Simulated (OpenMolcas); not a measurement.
**C2H6 (ethane): a chain of runs**

We compute the energy (HF/ANO-R0), then the energy (CASSCF(2,2)/ANO-R1), then an energy scan (CASPT2(2,2)/ANO-R1), then an energy scan (SC-NEVPT2(2,2)/ANO-R1), then an energy scan (MC-PDFT[tPBE](2,2)/ANO-R1) of C2H6 (ethane). 

Program for the calculation: OpenMolcas 26.06.

### 1 The system as given

C2H6: 8 atoms, total charge 0, spin state singlet. As SMILES, `CC`. The coordinates come from a PBE0-D4/def2-TZVP relaxation.

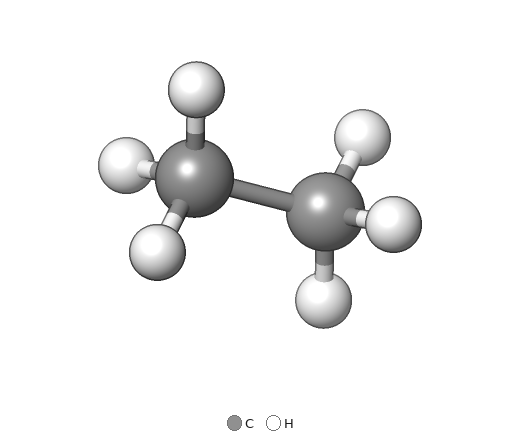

Viewed from a chosen angle; carbon grey, hydrogen white.

### 2 A single-point energy at HF/ANO-R0 (sfX2C) (run 1)

The input, geom.xyz:

```xyz
8

C     -0.326800     0.132200    -0.672500
C      0.326800    -0.132200     0.672500
H      0.070500    -0.529600    -1.445900
H     -1.407100    -0.025700    -0.629000
H     -0.158600     1.160200    -1.002400
H     -0.070400     0.529600     1.445900
H      1.407100     0.025600     0.628900
H      0.158500    -1.160100     1.002500
```

The input, step1.inp:

```
&GATEWAY
Coord = geom.xyz
Basis = ANO-R0
Group = NoSym
&SEWARD
&SCF
PrOrbitals = 0
&LOCALISATION
Occupied
Freeze
Pipek-Mezey
&LOCALISATION
FileOrb = $Project.LocOrb
Virtual
Pipek-Mezey
```

Launch:

```sh
$ export MOLCAS_MEM=1860
$ pymolcas step1.inp > step1.log
```

What it wrote:

```text
--- Start Module: gateway ---
[...]
--- Stop Module: gateway /rc=_RC_ALL_IS_WELL_ ---
[...]
      Basis functions           16
[...]
       Convergence after   9 Iterations
[...]
::    Total SCF energy                                -78.7752231683
[...]
      Total spin, S                                     0.0000000000
[...]
      Total electronic charge=   18.000000
      Total            charge=   -0.000000
[...]
      Dipole Moment (debye):
      Origin of the operator (angstrom)=   -0.0000   -0.0000    0.0000
                   X= -3.3654E-05               Y= -5.0870E-05               Z=  1.1148E-04           Total=  1.2707E-04
      Quadrupole Moment (debye*angstrom):
[...]
--- Start Module: localisation ---
[...]
--- Stop Module: localisation /rc=_RC_ALL_IS_WELL_ ---
--- Start Module: localisation ---
[...]
--- Stop Module: localisation /rc=_RC_ALL_IS_WELL_ ---
[...]
```

Wall time 3.3 s (1 thread of AMD EPYC 7R43 (Zen 3), shared host); peak memory 0.37 GiB.

### 3 The energy at CASSCF(2,2)/ANO-R1 (sfX2C) (run 2)

geom.xyz is that of step 2.

The input, step2.inp:

```
* C2H6 CASSCF

&GATEWAY
 Coord=geom.xyz
 Basis=ANO-R0
 Group=NoSym

&SEWARD

&RASSCF
 FileOrb=$CurrDir/step1.LocOrb
 Alter=2
 1 7 9
 1 10 16
 Spin=1
 Nactel=2 0 0
 Inactive=8
 Ras2=2
 OrbListing=Nothing
>>> COPY $Project.RunFile RUNFIL1
>>> COPY $Project.RasOrb INPORB

&GATEWAY
 Coord=geom.xyz
 Basis=ANO-R1
 Group=NoSym

&SEWARD
>>> COPY $Project.RunFile RUNFIL2

&EXPBAS

&RASSCF
 FileOrb=$Project.ExpOrb
 Spin=1
 Nactel=2 0 0
 Inactive=8
 Ras2=2
 OrbListing=Nothing
 OrbAppear=Compact
```

Launch:

```sh
$ export MOLCAS_MEM=1860
$ pymolcas step2.inp > step2.log
```

What it wrote:

```text
--- Start Module: gateway ---
[...]
      Basis functions           16
[...]
      Number of active orbitals                  2
[...]
      Spin quantum number                      0.0
[...]
      Active orbitals                            2
[...]
      Number of CSFs                             3
[...]
      Number of root(s) required                 1
[...]
      Convergence after  8 iterations
[...]
      printout of CI-coefficients larger than  0.05 for root  1
      energy=     -78.788819
      conf/sym  11     Coeff  Weight
             1  20   0.99572 0.99146
             3  02  -0.09239 0.00854
      Natural orbitals and occupation numbers for root  1
      sym 1:   1.982927   0.017073
      ************************************************************************************************************************
      *                                                    Final results                                                     *
[...]
::    RASSCF root number  1 Total energy:    -78.78881911
[...]
      Basis functions           58
[...]
      Convergence after 11 iterations
[...]
      Natural orbitals and occupation numbers for root  1
      sym 1:   1.984210   0.015790
      ************************************************************************************************************************
      *                                                    Final results                                                     *
[...]
::    RASSCF root number  1 Total energy:    -79.30029622
[...]
      Total electronic charge=   18.000000
      Total            charge=   -0.000000
[...]
      Dipole Moment (debye):
      Origin of the operator (angstrom)=   -0.0000   -0.0000    0.0000
                   X= -1.5359E-05               Y= -2.9272E-05               Z=  6.1259E-05           Total=  6.9609E-05
      Quadrupole Moment (debye*angstrom):
[...]
```

Run time: 8.1 s. Hardware: 1 thread of AMD EPYC 7R43 (Zen 3), shared host; peak memory 0.4 GiB.

### 4 An energy scan at CASPT2(2,2)/ANO-R1 (sfX2C, ipea shift 0.25 Eh, pt2 variant SS) (run 3)

The input, step3.inp:

```
* C2H6 CASPT2
>>> COPY $CurrDir/step2.RasOrb $Project.RasOrb
>>> ForEach K in (1, 2, 3, 4, 5, 6, 7, 8, 9)

&GATEWAY
 Coord=$CurrDir/point$K.xyz
 Basis=ANO-R1
 Group=NoSym

&SEWARD

&RASSCF
 FileOrb=$Project.RasOrb
 Spin=1
 Nactel=2 0 0
 Inactive=8
 Ras2=2
 OrbListing=Nothing
 OrbAppear=Compact

&CASPT2
 Imaginary=0.2
 Frozen=2
>>> EndDo
```

Launch:

```sh
$ export MOLCAS_MEM=1860
$ pymolcas step3.inp > step3.log
```

What it wrote:

```text
[...]
      Basis functions           58
[...]
      Number of active orbitals                  2
[...]
      Spin quantum number                      0.0
[...]
      Active orbitals                            2
[...]
      Number of CSFs                             3
[...]
      Number of root(s) required                 1
[...]
      Convergence after  9 iterations
[...]
      printout of CI-coefficients larger than  0.05 for root  1
      energy=     -79.278226
      conf/sym  11     Coeff  Weight
             1  20   0.99770 0.99540
             3  02  -0.06785 0.00460
      Natural orbitals and occupation numbers for root  1
      sym 1:   1.990792   0.009208
      ************************************************************************************************************************
      *                                                    Final results                                                     *
[...]
::    RASSCF root number  1 Total energy:    -79.27822616
[...]
::    CASPT2 Root  1     Total energy:    -79.57404478
[...]
      Convergence after 10 iterations
[...]
      Natural orbitals and occupation numbers for root  1
      sym 1:   1.984188   0.015812
      ************************************************************************************************************************
      *                                                    Final results                                                     *
[...]
      Convergence after 10 iterations
[...]
      Convergence after  8 iterations
[...]
      Convergence after  7 iterations
[...]
::    RASSCF root number  1 Total energy:    -79.14849161
[...]
::    CASPT2 Root  1     Total energy:    -79.41940575
[...]
      Convergence after  6 iterations
[...]
::    RASSCF root number  1 Total energy:    -79.14656891
[...]
      Reference weight:           0.91191
[...]
::    CASPT2 Root  1     Total energy:    -79.41621480
[...]
```

It took 49 s on 1 thread of AMD EPYC 7R43 (Zen 3), shared host; peak memory 0.4 GiB.

The scan, from its lowest point:

```
C2–C1 (Å)  energy (kJ/mol)
    1.367             50.3
    1.519              0.0
    1.670             20.9
    1.898            103.9
    2.202            228.1
    2.582            346.4
    3.037            422.4
    3.645            456.3
    4.556            464.7
```

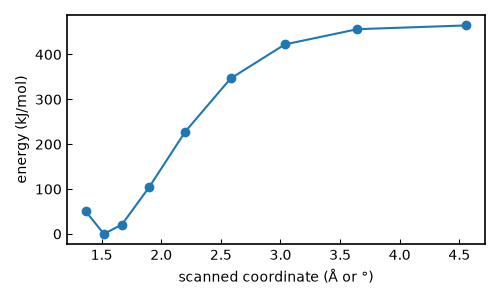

Energy along the scan.

### 5 An energy scan at SC-NEVPT2(2,2)/ANO-R1 (sfX2C, pt2 variant SC-NEVPT2) (run 4)

The input, step4.input:

```
* C2H6 NEVPT2
>>> EXPORT MOLCAS_PRINT=2
>>> COPY $CurrDir/step2.RasOrb $Project.RasOrb
>>> ForEach K in (1, 2, 3, 4, 5, 6, 7, 8, 9)

&gateway
  coord
  $CurrDir/point$K.xyz
  basis
  ANO-R1
  group
  NoSym

&seward

&rasscf
  fileorb
  $Project.RasOrb
  spin
  1
  nactel
  2 0 0
  inactive
  8
  ras2
  2
  orblisting
  Nothing
  orbappear
  Compact

&caspt2
  sc-nevpt2
  frozen
  2
>>> EndDo
```

Launch:

```sh
$ export MOLCAS_MEM=1860
$ pymolcas step4.input > step4.log
```

What it wrote:

```text
--- Start Module: gateway ---
[...]
      Basis functions           58
[...]
      Number of active orbitals                  2
[...]
      Spin quantum number                      0.0
[...]
      Active orbitals                            2
[...]
      Number of CSFs                             3
[...]
      Number of root(s) required                 1
[...]
      Convergence after  9 iterations
[...]
      printout of CI-coefficients larger than  0.05 for root  1
      energy=     -79.278226
      conf/sym  11     Coeff  Weight
             1  20   0.99770 0.99540
             3  02  -0.06785 0.00460
      Natural orbitals and occupation numbers for root  1
      sym 1:   1.990792   0.009208
      ************************************************************************************************************************
      *                                                    Final results                                                     *
[...]
::    RASSCF root number  1 Total energy:    -79.27822616
[...]
::    SC-NEVPT2 Root  1     Total energy:    -79.57029246
[...]
      Convergence after 10 iterations
[...]
      Natural orbitals and occupation numbers for root  1
      sym 1:   1.984188   0.015812
      ************************************************************************************************************************
      *                                                    Final results                                                     *
[...]
      Convergence after 10 iterations
[...]
      Convergence after  8 iterations
[...]
      Convergence after  7 iterations
[...]
::    RASSCF root number  1 Total energy:    -79.14849161
[...]
::    SC-NEVPT2 Root  1     Total energy:    -79.41544668
[...]
      Convergence after  6 iterations
[...]
::    RASSCF root number  1 Total energy:    -79.14656891
[...]
::    SC-NEVPT2 Root  1     Total energy:    -79.41249822
[...]
```

Wall time 48 s (1 thread of AMD EPYC 7R43 (Zen 3), shared host); peak memory 0.4 GiB.

The scan, from its lowest point:

```
C2–C1 (Å)  energy (kJ/mol)
    1.367             53.3
    1.519              0.0
    1.670             18.3
    1.898             99.1
    2.202            224.2
    2.582            346.8
    3.037            425.9
    3.645            459.9
    4.556            467.6
```

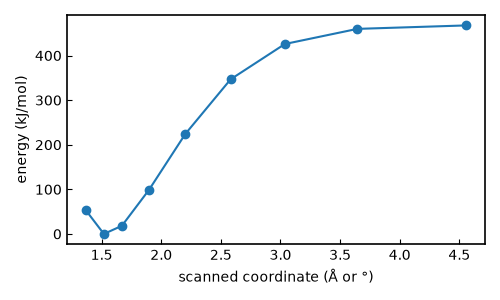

Energy along the scan.

### 6 An energy scan at MC-PDFT[tPBE](2,2)/ANO-R1 (sfX2C) (run 5)

The input, step5.input:

```
>>> COPY $CurrDir/step2.RasOrb $Project.RasOrb
>>> ForEach K in (1, 2, 3, 4, 5, 6, 7, 8, 9)
&GATEWAY
Coord
$CurrDir/point$K.xyz
Basis
ANO-R1
Group
NoSym
&SEWARD
&RASSCF
FileOrb
$Project.RasOrb
Spin
1
Nactel
2 0 0
Inactive
8
Ras2
2
OrbListing
Nothing
OrbAppear
Compact
&MCPDFT
KSDFT
T:PBE
>>> EndDo
```

Launch:

```sh
$ export MOLCAS_MEM=1860
$ pymolcas step5.input > step5.log
```

What it wrote:

```text
--- Start Module: gateway ---
[...]
      Basis functions           58
[...]
      Number of active orbitals                  2
[...]
      Spin quantum number                      0.0
[...]
      Active orbitals                            2
[...]
      Number of CSFs                             3
[...]
      Number of root(s) required                 1
[...]
      Convergence after  9 iterations
[...]
      printout of CI-coefficients larger than  0.05 for root  1
      energy=     -79.278226
      conf/sym  11     Coeff  Weight
             1  20   0.99770 0.99540
             3  02  -0.06785 0.00460
      Natural orbitals and occupation numbers for root  1
      sym 1:   1.990792   0.009208
      ************************************************************************************************************************
      *                                                    Final results                                                     *
[...]
::    RASSCF root number  1 Total energy:    -79.27822616
[...]
::    MCPDFT root number  1 Total energy:    -79.72119976
[...]
      Convergence after 10 iterations
[...]
      Natural orbitals and occupation numbers for root  1
      sym 1:   1.984188   0.015812
      ************************************************************************************************************************
      *                                                    Final results                                                     *
[...]
      Convergence after 10 iterations
[...]
      Convergence after  8 iterations
[...]
      Convergence after  7 iterations
[...]
::    RASSCF root number  1 Total energy:    -79.14849161
[...]
::    MCPDFT root number  1 Total energy:    -79.55033329
[...]
      Convergence after  6 iterations
[...]
::    RASSCF root number  1 Total energy:    -79.14656891
[...]
::    MCPDFT root number  1 Total energy:    -79.54737700
[...]
```

It took 60 s on 1 thread of AMD EPYC 7R43 (Zen 3), shared host; peak memory 0.4 GiB.

The scan, from its lowest point:

```
C2–C1 (Å)  energy (kJ/mol)
    1.367             47.1
    1.519              0.0
    1.670             21.9
    1.898            106.4
    2.202            236.2
    2.582            367.1
    3.037            456.5
    3.645            495.7
    4.556            503.4
```

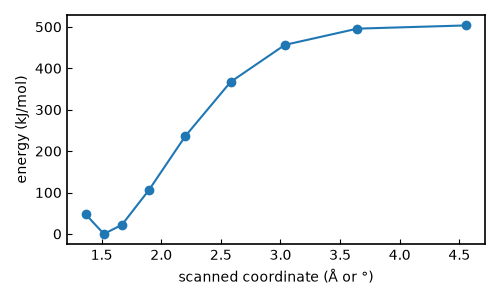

Energy along the scan.

### 7 What came out

| quantity | value |
| --- | --- |
| run 1, HF/ANO-R0: total energy | -78.77522 Eh |
| run 1, HF/ANO-R0: dipole moment | 0.00 D |
| run 1, HF/ANO-R0: HOMO energy | -14.39 eV |
| run 1, HF/ANO-R0: LUMO energy | 4.84 eV |
| run 1, HF/ANO-R0: HOMO–LUMO gap | 19.23 eV |
| run 2, CASSCF(2,2)/ANO-R1: total energy | -79.30030 Eh |
| run 2, CASSCF(2,2)/ANO-R1: dipole moment (CASSCF density) | 0.00 D |
| run 3, CASPT2(2,2)/ANO-R1: lowest energy of the scan | -79.59320 Eh |
| run 4, SC-NEVPT2(2,2)/ANO-R1: lowest energy of the scan | -79.59060 Eh |
| run 5, MC-PDFT[tPBE](2,2)/ANO-R1: lowest energy of the scan | -79.73913 Eh |

**Reading.** Mulliken charges (run 1, HF/ANO-R0) run from -0.81 on C2 to +0.27 on H7; they depend strongly on the basis.
